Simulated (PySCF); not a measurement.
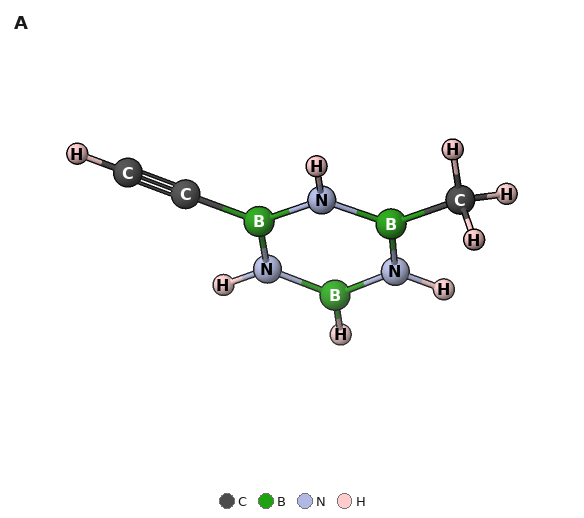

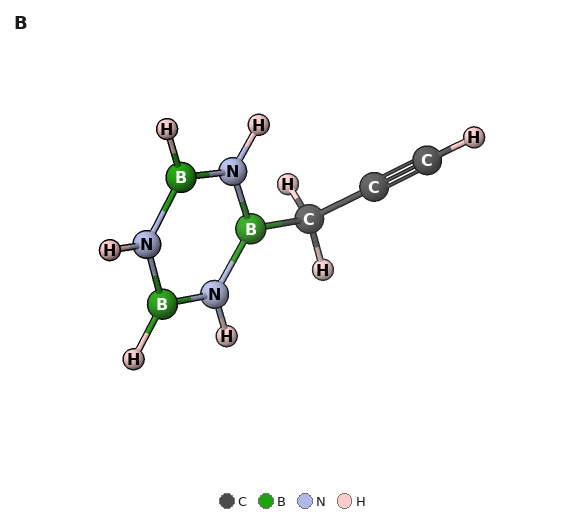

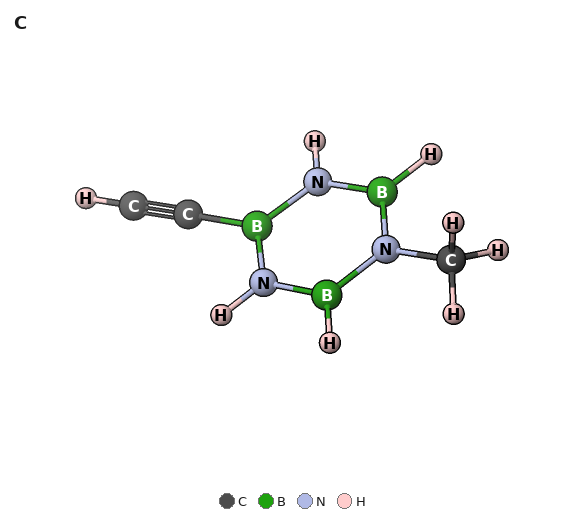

3 stationary structures of one formula. Geometries: GFN2-xTB. Electronic energies: PBE0/pcSseg-1 (PySCF 2.14.0), without zero-point energy. No frequency run is at hand to confirm each as a minimum. Each is one conformer, not always the lowest.

Question: How are they related?

Answer: They are constitutional isomers of C3H8B3N3: A `C#CB1NBNB(C)N1`, B `C#CCB1NBNBN1`, C `C#CB1NBN(C)BN1`.

Question: Rank them by energy, lowest first.

Answer: A is lowest; B lies 15.8 kcal/mol above it, C lies 18.5 kcal/mol above it.

The geometry is semi-empirical. Around B such bond lengths and angles can be off by a tenth of an ångström or more and by several degrees, and values that hang on the shape move with them.
